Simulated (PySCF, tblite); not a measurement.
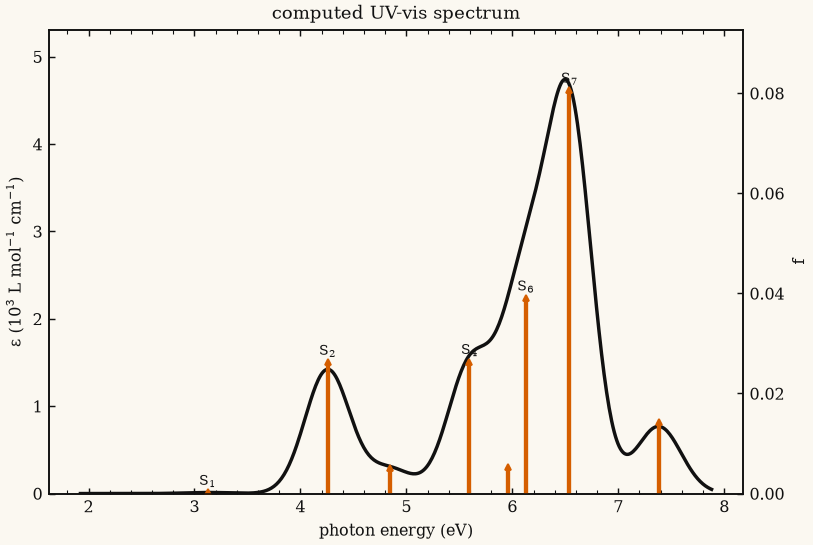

Vertical TDDFT excitations, CAM-B3LYP/def2-SVPD, PySCF 2.14.0, at a GFN2-xTB geometry (a minimum by its frequencies), gas phase. Only the first 8 singlet excitations are included; each is broadened by a Gaussian of 1/e half-width 0.30 eV. Sticks give oscillator strengths (right axis).

**Which molecule gives this spectrum?**
A. C₇H₇⁺, SMILES C=C[C@@H]1C[c+]2cc21
B. C₇H₇⁺, SMILES C=Cc1c[c+]1C=C
C. C₇H₇⁺, SMILES C#CC1=CC[C+]1C

Option A. Its lowest singlet lies at 3.12 eV (f = 0.000) and the brightest of those computed is S7 at 6.54 eV (190 nm), f = 0.081, mainly HOMO−2 → LUMO (87 %).

Caveats: the tight-binding geometry is rougher than a DFT one and adds to the error; one conformer of a flexible molecule; core orbitals are frozen in the response.
